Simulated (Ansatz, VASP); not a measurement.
# Cross-check of BiSb between VASP and Ansatz

Wanted: the spread between two codes on one cell, functional and k mesh. The cell is generated by rule, not measured, and may not be a known phase. The cell is taken from a series of VASP runs on this material, whose earlier steps may have relaxed, scaled or displaced it; both programs get it as it stands. Valence electrons are named where the data sets of a main pair hold unlike numbers.

Method: plane waves, with VASP 6.6.1 beside it; band structure at LDA, spin-orbit coupling, in Ansatz 0.2.0.

The structure was built from a prototype and need not be the compound's stable phase.

### 1. The structure

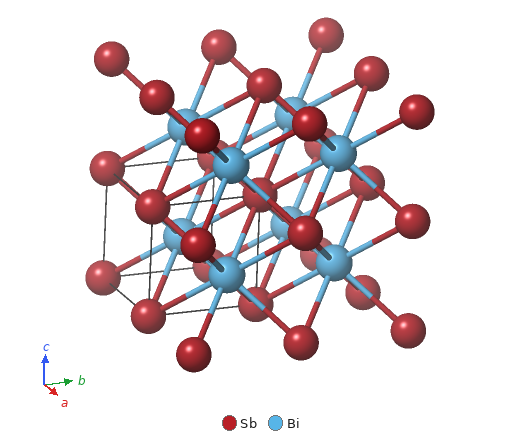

The starting structure, seen slightly off an axis (antimony red, bismuth blue). 2×2×2 cells are drawn. Some periodic images of atoms are drawn too.

### 2. Ansatz: band structure, LDA, spin-orbit coupling

Ansatz runs on its fully relativistic PAW (standard-fr) files.

With cell and atoms fixed, the geometry can't cause a difference; cores, projectors, grids and the points listed under the comparison can.

Contents of input.yaml:

```yaml
crystal:
  lattice:
    - [3.81917, 0.0, 0.0]
    - [0.0, 3.81917, 0.0]
    - [0.0, 0.0, 3.81917]
  atoms:
    - { symbol: Sb, position: [0.0, 0.0, 0.0] }
    - { symbol: Bi, position: [0.5, 0.5, 0.5] }
hamiltonian:
  xc: lda
  pseudopotentials: { kind: paw_fr }
magnetization:
  noncollinear: true
  spin_orbit: true
kpoints:
  mp_grid: { grid: [8, 8, 8] }
  band_path:
    path:
      - [0.0, 0.0, 0.0]
      - [0.0, 0.1, 0.0]
      - [0.0, 0.2, 0.0]
      - [0.0, 0.3, 0.0]
      - [0.0, 0.43333, 0.0]
      - [0.0, 0.5, 0.0]
      - [0.1, 0.5, 0.0]
      - [0.2, 0.5, 0.0]
      - [0.33333, 0.5, 0.0]
      - [0.43333, 0.5, 0.0]
      - [0.5, 0.5, 0.0]
      - [0.36667, 0.36667, 0.0]
      - [0.26667, 0.26667, 0.0]
      - [0.16667, 0.16667, 0.0]
      - [0.06667, 0.06667, 0.0]
      - [0.03333, 0.03333, 0.03333]
      - [0.13333, 0.13333, 0.13333]
      - [0.23333, 0.23333, 0.23333]
      - [0.33333, 0.33333, 0.33333]
      - [0.46667, 0.46667, 0.46667]
      - [0.46667, 0.5, 0.46667]
      - [0.36667, 0.5, 0.36667]
      - [0.23333, 0.5, 0.23333]
      - [0.13333, 0.5, 0.13333]
      - [0.03333, 0.5, 0.03333]
      - [0.5, 0.5, 0.03333]
      - [0.5, 0.5, 0.16667]
      - [0.5, 0.5, 0.26667]
      - [0.5, 0.5, 0.36667]
      - [0.5, 0.5, 0.5]
    npoints: 1
scf:
  occupations: { method: gaussian, width: 0.02 }
  n_extra_bands: 14
output:
  forces: true
  stress: true
  eigenvalues: true
  write_density: true
  write_potential: true
  elf: true
  volumetric_format: npy
```

On the command line:

```console
$ ansatz run input.yaml --threads 2 --pin off --max-ram 4608MiB --backend cpu --events-out ev --progress --plain --runs-dir out
```

Numbers of over 12 decimals in the logs are rounded to 6 here.

What it wrote:

```text
scf.n_extra_bands = 14 over 30 filled bands (N_el = 30.0): the run solves 44 bands
Engine: ansatz 0.2.0, x86_64-unknown-linux-gnu
Pseudopotentials: kind: paw_fr
Pseudopotential: Sb, paw_fr, valence charge 15, recommended cutoff 420 eV (normal), Sb.paw.azcp#standard-fr
Pseudopotential: Bi, paw_fr, valence charge 15, recommended cutoff 420 eV (normal), Bi.paw.azcp#standard-fr
Functional definition: SPW92
  exchange = slater_x
  correlation = pw_c
non-collinear run that drives no moment, with spin-orbit: no starting moment large enough to seed its density (crystal.atoms[].spin), no starting occupations that ask for one, no magnetisation constraint and no magnetic field, so the semilocal B_xc is pinned to zero
Crystal: 2 atoms, lattice volume = 55.707 Å³
Basis set: ecut = 420 eV, 1045 PW (Γ)
Bands: 44, of which v1, the nominal top of the filled ones, is band 30 counted from 1 (29 counted from 0)
Symmetry: 48 space group operations + 48 with time reversal
Magnetic group: BNS 221.93 (UNI 1595), of the structure as read, at distance tolerance 3.8e-5 Å
k-points: 35 of 512
Projection manifold: j_resolved (fully-relativistic pseudo-atomic orbitals)
Non-local potential: Sb, projectors of the file, l = 0: 2, l = 1: 4, l = 2: 4, l = 3: 4
Non-local potential: Bi, projectors of the file, l = 0: 2, l = 1: 4, l = 2: 4, l = 3: 4
PAW form: soft (Blöchl's): semilocal exchange-correlation on the pseudo side does not see the compensation charge
PAW frozen core: Sb, regenerated for the run's functional, and the local potential with it (the file was generated under x = pbe(κ = 0.804, μ = 0.219515), c = pbe(β = 0.066725))
PAW frozen core: Bi, regenerated for the run's functional, and the local potential with it (the file was generated under x = pbe(κ = 0.804, μ = 0.219515), c = pbe(β = 0.066725))
PAW one-centre angular grid: Sb, 590 points (default); XC on 64 Gauss nodes
PAW one-centre angular grid: Bi, 590 points (default); XC on 64 Gauss nodes
Initial density: superposition of atomic densities (chi_scale 0.1, normalization cell, long waves kept (reshape's long-wave potential 0.00 eV rms))
Initial wavefunctions: pseudopotential atomic-orbital guess
Functional: x = slater, c = lda
SCF iter   1: F=—  HF=-18463.584617 eV  |F-HF|=—  |Δ(HF+E_count)|=         —  Δρ=7.75e-3  dr2=3.17e-2  dr2_m=0.00e0 (ungated)  ethr=3.10e-3  |M|=0.00e0 ∫|m|=0.00e0 μB  |m|>n=0.0e0 m-floor=0.0e0 τ_xc=0.0e0  β_m=0.30  ⟨swp⟩=9.2  Hψ=4242  notcnv=0  defer=64
preconditioner: auto → Resta (q_TF=auto, 2.461 Å⁻¹)  ε∞=2.8  [insulator: Δε(μ)=0.076 eV  Ē_g=11.576 eV  σ=0.020 eV  W_gap=0.79  n_scr=18 (ndim 8)  ℏωp=15.7 eV  f_vac=0.000  D(μ)=1.90/eV (n_scr^D=18)  ε∞_Penn≈2.8]
spin=Noncollinear: Resta preconditioning applied to the charge; magnetization (m_x, m_y, m_z) channels mix plain (no charge-response kernel on spin).
SCF iter   2: F=—  HF=-18463.577098 eV  |F-HF|=—  |Δ(HF+E_count)|=   7.52e-3  Δρ=5.53e-3  dr2=1.62e-2  dr2_m=0.00e0 (ungated)  ethr=1.06e-4  |M|=0.00e0 ∫|m|=0.00e0 μB  |m|>n=0.0e0 m-floor=0.0e0 τ_xc=0.0e0  β_m=0.64  ⟨swp⟩=2.3  Hψ=1078  notcnv=0  defer=262
SCF iter   3: F=—  HF=-18463.572372 eV  |F-HF|=—  |Δ(HF+E_count)|=   4.73e-3  Δρ=1.37e-3  dr2=7.24e-4  dr2_m=0.00e0 (ungated)  ethr=5.41e-5  |M|=0.00e0 ∫|m|=0.00e0 μB  |m|>n=0.0e0 m-floor=0.0e0 τ_xc=0.0e0  β_m=0.79  ⟨swp⟩=2.3  Hψ=1292  notcnv=0  defer=262
SCF iter   4: F=—  HF=-18463.572042 eV  |F-HF|=—  |Δ(HF+E_count)|=   3.30e-4  Δρ=3.62e-4  dr2=7.29e-5  dr2_m=0.00e0 (ungated)  ethr=2.41e-6  |M|=0.00e0 ∫|m|=0.00e0 μB  |m|>n=0.0e0 m-floor=0.0e0 τ_xc=0.0e0  β_m=0.80  ⟨swp⟩=2.0  Hψ=1276  notcnv=0  defer=262
SCF iter   5: F=—  HF=-18463.572051 eV  |F-HF|=—  |Δ(HF+E_count)|=   9.18e-6  Δρ=1.43e-4  dr2=1.07e-5  dr2_m=0.00e0 (ungated)  ethr=2.43e-7  |M|=0.00e0 ∫|m|=0.00e0 μB  |m|>n=0.0e0 m-floor=0.0e0 τ_xc=0.0e0  β_m=0.83  ⟨swp⟩=2.3  Hψ=1149  notcnv=0  defer=262
SCF iter   6: F=—  HF=-18463.572047 eV  |F-HF|=—  |Δ(HF+E_count)|=   3.33e-6  Δρ=2.38e-5  dr2=2.82e-7  dr2_m=0.00e0 (ungated)  ethr=3.55e-8  |M|=0.00e0 ∫|m|=0.00e0 μB  |m|>n=0.0e0 m-floor=0.0e0 τ_xc=0.0e0  β_m=0.86  ⟨swp⟩=2.0  Hψ=1084  notcnv=0  defer=262
SCF iter   7: F=-18463.572047 eV  HF=-18463.572047 eV  |F-HF|=4.73e-10  |Δ(HF+E_count)|=   3.74e-8  Δρ=3.18e-6  dr2=3.59e-9  dr2_m=0.00e0 (ungated)  ethr=3.33e-10  |M|=0.00e0 ∫|m|=0.00e0 μB  |m|>n=0.0e0 m-floor=0.0e0 τ_xc=0.0e0  ⟨swp⟩=17.3  Hψ=6239  notcnv=0
SCF 1 converged in 7 iterations: F = -18463.572047 eV  dr2 = 3.59e-9
  greatest PAW one-centre occupation: 0.997 electrons in one spin orbital (limit 2), on the Sb atom at site 0 (counted from 0), in its partial waves of l = 2
NSCF: frozen V_eff on 30 k-points
SCF converged after 7 iterations
Magnetization: |M| = 0.0000 μB,  M = (+0.0000, +0.0000, +0.0000) μB
Absolute magnetization: 0.0000 μB (∫|m|)
  site 0: m = (+0.0000, +0.0000, +0.0000) μB, |m| = 0.0000 μB  (R = 1.36 Å)
  site 1: m = (+0.0000, +0.0000, +0.0000) μB, |m| = 0.0000 μB  (R = 1.36 Å)
Free energy (F): -18463.572047 eV
Harris-Foulkes:  -18463.572047 eV  (|F-HF|=4.73e-10)
Internal energy: -18463.571667 eV  (E = F + TS)
E sigma→0 (E₀):  -18463.571857 eV
Entropy (-TS):   -0.000380 eV (-0.190 meV/atom)
Fermi energy:    11.864144 eV
--- Per-component energies (eV) ---
  E_band       = -212.952106
  E_kinetic    = 514.055494
  E_local      = -2790.281310  (includes V_loc(G=0)·N_el)
  E_nonlocal   = 931.333076
  E_hartree    = 1080.179560
  E_xc         = -290.195701
  E_vxc        = -243.932482  (∫ρ·V_xc dr)
  E_paw        = -14821.979453  (= ΣΔE_a)
  E_vpaw       = -784.487328  (= ΣTr[D̂ρ^β])
  E_aug_tail   = -0.000461  (compensation charges beyond the density's cutoff)
  E_ewald      = -3087.274482
  E_core_change = 0.591609  (= ΣΔE_core)
  E_smearing   = -0.000380  (= −TS)
  E_closure    = 0.000000  (closes the sum)
  Σ components = -18463.572047   (vs F -18463.572047, Δ=0.00e0)
--- Forces (eV/Å), atoms counted from 1 ---
  atom   1  Sb     0.00000000     0.00000000     0.00000000
  atom   2  Bi     0.00000000    -0.00000000     0.00000000
  max |Σ_I F_I| component: 9.99e-29 eV/Å
--- Stress (GPa, compression-positive) ---
       -0.061509       0.000000       0.000000
        0.000000      -0.061509      -0.000000
        0.000000      -0.000000      -0.061509
  P = ⅓ Tr σ = -0.0615 GPa (-0.615 kbar)
--- Band table (eV; the first three rows and the last of 35) ---
  k-point 0: bands = [... 26 lower, 10.4269, 10.4269, 10.4269, 10.4269, 15.3513, 15.3513, 15.3513, 15.3513, ... 10 higher]
  k-point 1: bands = [... 26 lower, 10.3687, 10.3687, 10.6127, 10.6127, 15.1290, 15.1290, 15.4784, 15.4784, ... 10 higher]
  k-point 2: bands = [... 26 lower, 10.6091, 10.6091, 11.1614, 11.1614, 13.9048, 13.9048, 15.6880, 15.6880, ... 10 higher]
  k-point 34: bands = [... 26 lower, 9.0414, 9.0414, 9.5323, 9.5323, 9.5323, 9.5323, 9.8263, 9.8263, ... 10 higher]
```

The job ended after 7.2 s (2 threads of Intel Xeon 6975P-C (Granite Rapids), shared host; peak memory 0.6 GiB; 14 s of CPU time).

### 3. VASP: band structure, LDA, spin-orbit coupling

The same cell, functional (in two slightly different forms), mesh and smearing now go to VASP, with its own data sets.

Lines of VASP's logs that name or quote its potential files are left out, and so is its time.

Contents of INCAR:

```
SYSTEM = BiSb
PREC = Accurate
ENCUT = 400
EDIFF = 1E-06
NELM = 100
ISMEAR = 0
SIGMA = 0.02
LREAL = .FALSE.
ALGO = Normal
GGA = CA
LNONCOLLINEAR = .TRUE.
MAGMOM = 0 0 0 0 0 0
NBANDS = 32
GGA_COMPAT = .FALSE.
LASPH = .TRUE.
LSORBIT = .TRUE.
LORBIT = 11
LWAVE = .FALSE.
LCHARG = .FALSE.
KPAR = 4
ISIF = 2
```

Contents of POSCAR:

```
BiSb
1.0
    3.8191700000      0.0000000000      0.0000000000
    0.0000000000      3.8191700000      0.0000000000
    0.0000000000      0.0000000000      3.8191700000
Sb Bi
1 1
Direct
    0.0000000000      0.0000000000      0.0000000000
    0.5000000000      0.5000000000      0.5000000000
```

Contents of KPOINTS:

```
Automatic mesh
0
Gamma
8 8 8
0 0 0
```

Contents of KPOINTS_OPT:

```
Line mode
16
Line-mode
Reciprocal
  0.00000000   0.00000000   0.00000000 GAMMA
  0.00000000   0.50000000   0.00000000 X

  0.00000000   0.50000000   0.00000000 X
  0.50000000   0.50000000   0.00000000 M

  0.50000000   0.50000000   0.00000000 M
  0.00000000   0.00000000   0.00000000 GAMMA

  0.00000000   0.00000000   0.00000000 GAMMA
  0.50000000   0.50000000   0.50000000 R

  0.50000000   0.50000000   0.50000000 R
  0.00000000   0.50000000   0.00000000 X

  0.50000000   0.50000000   0.00000000 M
  0.50000000   0.50000000   0.50000000 R
```

The projector-augmented-wave data sets are Sb and Bi_d (LDA family, release 64).

On the command line:

```console
$ mpirun -np 4 vasp_ncl
```

What it wrote:

```text
[banner, memory and clock lines left out]
running    4 mpi-ranks, on    1 nodes
 distrk:  each k-point on    1 cores,    4 groups
 distr:  one band on    1 cores,    1 groups

 POSCAR found type information on POSCAR SbBi
 POSCAR found :  2 types and       2 ions
 LDA part: xc-table for (Slater(with rela. corr.)+CA(PZ))
 , standard interpolation
 POSCAR, INCAR and KPOINTS ok, starting setup
 FFT: planning ... GRIDC
 FFT: planning ... GRID_SOFT
 FFT: planning ... GRID
 WAVECAR not read
 entering main loop
       N       E                     dE             d eps       ncg     rms          rms(c)
DAV:   1     0.180123716104E+03    0.18012E+03   -0.79511E+03  2240   0.108E+03
DAV:   2     0.770791019149E+01   -0.17242E+03   -0.16746E+03  2344   0.343E+02
DAV:   3    -0.931745844191E+01   -0.17025E+02   -0.16739E+02  2776   0.121E+02
DAV:   4    -0.993731833684E+01   -0.61986E+00   -0.61851E+00  2744   0.255E+01
DAV:   5    -0.996408932051E+01   -0.26771E-01   -0.26769E-01  3184   0.491E+00    0.218E+00
DAV:   6    -0.995607039054E+01    0.80189E-02   -0.17499E-02  3120   0.122E+00    0.126E+00
DAV:   7    -0.995403164857E+01    0.20387E-02   -0.36598E-03  3120   0.411E-01    0.782E-01
DAV:   8    -0.995334132605E+01    0.69032E-03   -0.56180E-04  3160   0.169E-01    0.979E-02
DAV:   9    -0.995329950946E+01    0.41817E-04   -0.10068E-04  2920   0.118E-01    0.113E-02
DAV:  10    -0.995329995760E+01   -0.44814E-06   -0.86225E-06  2688   0.296E-02
   1 F= -.99533000E+01 E0= -.99531098E+01  d E =-.380321E-03  mag=    -0.0000    -0.0000    -0.0000
 Start KPOINTS_OPT (optional k-point list driver)
k-point batch [1-35\96]
       N       E                     dE             ncg
DAV:   1     0.285765767671E+04   -0.91872E+04     2240
DAV:   2    -0.322014912816E+04   -0.60778E+04     2352
DAV:   3    -0.383469688354E+04   -0.61455E+03     2648
DAV:   4    -0.385876805430E+04   -0.24071E+02     2736
DAV:   5    -0.385981902656E+04   -0.10510E+01     3208
DAV:   6    -0.385984354308E+04   -0.24517E-01     3104
DAV:   7    -0.385984421206E+04   -0.66898E-03     3296
DAV:   8    -0.385984422119E+04   -0.91359E-05     2824
DAV:   9    -0.385984422142E+04   -0.23136E-06     1816
[...]
k-point batch [71-96\96]
       N       E                     dE             ncg
DAV:   1     0.798953663046E+04   -0.13369E+05     1664
DAV:   2     0.358584377664E+04   -0.44037E+04     1792
DAV:   3     0.317554647663E+04   -0.41030E+03     2008
DAV:   4     0.316040434742E+04   -0.15142E+02     2168
DAV:   5     0.315988349781E+04   -0.52085E+00     2248
DAV:   6     0.315986848760E+04   -0.15010E-01     2480
DAV:   7     0.315986828819E+04   -0.19941E-03     2240
DAV:   8     0.315986828250E+04   -0.56937E-05     2208
DAV:   9     0.315986828236E+04   -0.13591E-06     1296
```

Parts of OUTCAR (step 3):

```text
ion  position               nearest neighbor table
   1  0.000  0.000  0.000-   2 3.31   2 3.31   2 3.31   2 3.31   2 3.31   2 3.31   2 3.31   2 3.31

  LATTYP: Found a simple cubic cell.
 ALAT       =     3.8191700000

 Subroutine GETGRP returns: Found 48 space group operations
 (whereof 48 operations were pure point group operations)

The static configuration has the point symmetry O_h .

 Found     35 irreducible k-points:

   k-points           NKPTS =     35   k-points in BZ     NKDIM =     35   number of bands    NBANDS=     32

   dimension x,y,z NGX =    28 NGY =   28 NGZ =   28
   dimension x,y,z NGXF=    56 NGYF=   56 NGZF=   56

   ENCUT  =  400.0 eV  29.40 Ry    5.42 a.u.   6.23  6.23  6.23*2*pi/ulx,y,z

   NELECT =      20.0000    total number of electrons

 k-points in reciprocal lattice and weights: Automatic mesh
   0.00000000  0.00000000  0.00000000       0.002
   0.12500000  0.00000000  0.00000000       0.012
   0.25000000  0.00000000  0.00000000       0.012
   0.37500000  0.00000000  0.00000000       0.012
   0.50000000  0.00000000  0.00000000       0.006
   0.12500000  0.12500000  0.00000000       0.023
   0.25000000  0.12500000  0.00000000       0.047
   0.37500000  0.12500000  0.00000000       0.047
   0.50000000  0.12500000  0.00000000       0.023
[...]
0.50000000  0.50000000  0.37500000       0.012
   0.50000000  0.50000000  0.50000000       0.002

 average (electrostatic) potential at core
       1 -85.2466       2-102.4021

 E-fermi :   8.3841

 k-point     1 :       0.0000    0.0000    0.0000
  band No.  band energies     occupation
    ...
     16       5.5627      1.00000
     17       6.9148      1.00000
     18       6.9148      1.00000
     19       6.9148      1.00000
     20       6.9148      1.00000
     21      11.7986      0.00000
     22      11.7986      0.00000
     23      11.7986      0.00000
     24      11.7986      0.00000
     25      12.3425      0.00000
    ...

 k-point     2 :       0.1250    0.0000    0.0000
  band No.  band energies     occupation
    ...
     16       5.6674      1.00000
     17       6.8608      1.00000
     18       6.8608      1.00000
     19       7.1012      1.00000
     20       7.1012      1.00000
     21      11.8157      0.00000
     22      11.8157      0.00000
     23      11.9242      0.00000
     24      11.9242      0.00000
     25      12.7490      0.00000
    ...

 k-point     3 :       0.2500    0.0000    0.0000
  band No.  band energies     occupation
    ...
     16       6.0125      1.00000
     17       7.1186      1.00000
     18       7.1186      1.00000
     19       7.6515      1.00000
     20       7.6515      1.00000
     21      10.5448      0.00000
     22      10.5448      0.00000
     23      12.1983      0.00000
     24      12.1983      0.00000
     25      12.2989      0.00000
    ...

  Total       -0.0168203     -0.0168203     -0.0168203      0.0000000      0.0000000     -0.0000000
  in kB       -0.4837673     -0.4837673     -0.4837673      0.0000000      0.0000000     -0.0000000
  external PRESSURE =      -0.4837673 kB  Pullay stress =       0.0000000 kB

  energy-cutoff  :      400.00
  volume of cell :       55.71
      direct lattice vectors                 reciprocal lattice vectors
     3.819170000  0.000000000  0.000000000     0.261836996  0.000000000  0.000000000
     0.000000000  3.819170000  0.000000000     0.000000000  0.261836996  0.000000000
     0.000000000  0.000000000  3.819170000     0.000000000  0.000000000  0.261836996

 POSITION                                       TOTAL-FORCE (eV/Angst)
 -----------------------------------------------------------------------------------
      0.00000      0.00000      0.00000         0.000000      0.000000      0.000000
      1.90959      1.90959      1.90959         0.000000      0.000000      0.000000
 -----------------------------------------------------------------------------------
    total drift:                                0.000000      0.000000      0.000000

  FREE ENERGIE OF THE ION-ELECTRON SYSTEM (eV)
  ---------------------------------------------------
  free  energy   TOTEN  =        -9.9532999576 eV

  energy  without entropy=       -9.9529196369  energy(sigma->0) =       -9.95310980

 Spin-Orbit-Coupling matrix elements
 Ion:    1  E_soc:     -0.1551606
 Ion:    2  E_soc:     -1.6587675

 total charge
# of ion       s       p       d       tot
------------------------------------------
    1        1.248   1.110   0.035   2.393
    2        1.557   1.276   9.934  12.767
--------------------------------------------------
tot          2.805   2.385   9.969  15.160

 magnetization (x)
# of ion       s       p       d       tot
------------------------------------------
    1        0.000   0.000   0.000   0.000
    2       -0.000  -0.000   0.000  -0.000
--------------------------------------------------
tot         -0.000  -0.000   0.000  -0.000

 magnetization (y)
# of ion       s       p       d       tot
------------------------------------------
    1       -0.000   0.000   0.000  -0.000
    2        0.000   0.000  -0.000   0.000
--------------------------------------------------
tot          0.000   0.000  -0.000   0.000

 magnetization (z)
# of ion       s       p       d       tot
------------------------------------------
    1       -0.000  -0.000   0.000  -0.000
    2        0.000   0.000   0.000   0.000
--------------------------------------------------
tot          0.000   0.000   0.000   0.000

[... 3 further parts left out ...]
```

The run ends at a pressure of -0.05 GPa.

### 4. Side by side

Known differences besides the potentials themselves: spin-orbit coupling enters by fully relativistic files in Ansatz and inside the spheres in VASP; the two LDA forms differ slightly; the data sets hold 30 valence electrons in Ansatz (on its fully relativistic PAW (standard-fr) files) and 20 in VASP; the cutoff is 420 eV in Ansatz and 400 eV in VASP; VASP's log shows a relativistic correction to its local exchange, Ansatz's none. Total energies have different zeros and are not compared.

Compared:

| quantity | Ansatz | VASP | difference |
| --- | --- | --- | --- |
| pressure (GPa) | -0.06 | -0.05 | -0.01 |

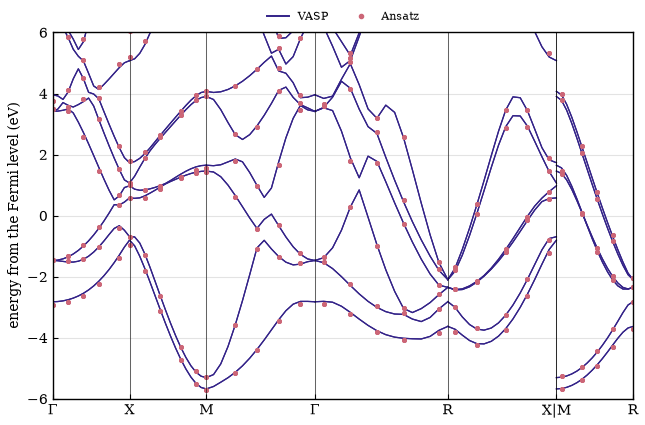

Bands from VASP (lines) and levels from Ansatz (dots). Dots without a line are higher empty bands that the VASP plot leaves out.

Levels from 3 eV below to 2 eV above the Fermi level differ by 47 meV r.m.s. and 107 meV at most; each VASP level is matched to the nearest of Ansatz, which flatters the figure a little. Ansatz's pressure holds a Pulay correction of 0.04 GPa; VASP's holds none.

### 5. Outcome

| Property | Result |
| --- | --- |
| r.m.s. difference of levels near the Fermi level (band structure, LDA, spin-orbit coupling) | 47 meV |

The r.m.s. difference of levels near the Fermi level is 47 meV (band structure, LDA, spin-orbit coupling), within the 80 meV picked in this series as the mark of a large difference. The data sets hold unlike numbers of valence electrons (30 in Ansatz and 20 in VASP), so part of the differences comes from the potentials. 1 further run of this series is not shown here. Such differences can come from data sets, numerical settings and the points named under the comparisons, not from the functional's error against experiment.

[Lines on the potential files, build, host, timing and source positions are cut from VASP's logs without a mark.]

[Logs are printed without paths, hosts, clocks, repeated set-up lines and the standing remarks that a program may print on its own settings, such as how far it seeks lower states.]

[Hosts, paths, dates, database ids (printed as entryN), source tags and the programs' standing remarks are cut or masked in the printed files.]
